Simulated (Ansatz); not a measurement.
```xyz
8

B    -0.6086    0.5099   -1.2677
Al   -0.4029    1.2331    0.7363
O     0.4705   -0.2854    1.1751
Si   -0.0924   -1.0164   -0.2090
H     0.4615    1.1275   -1.3782
H    -0.5508    2.3945    1.7951
H    -1.3887    0.5821   -2.1782
H    -0.3811   -2.4673    0.0291
```

Theory: RKS B3LYP/def2-SVP (Ansatz).

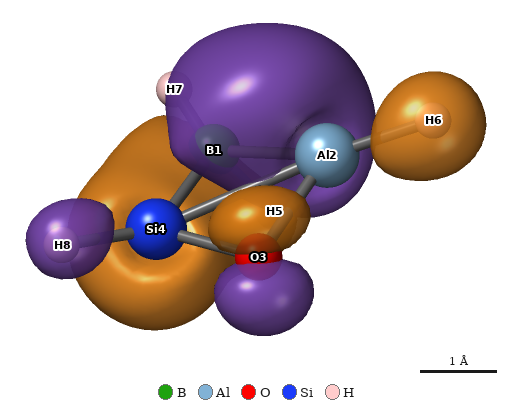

AlBH₄OSi. One frontier orbital at ±0.1 Å⁻³ᐟ² (orange and purple are the two phases), seen at an oblique angle.

> Which orbital is it: HOMO or LUMO?

The HOMO, at −6.28 eV. Its weight (Hirshfeld) is mainly on B1 (about 35 %), Al2 (about 25 %), Si4 (about 20 %) and O3 (about 10 %).
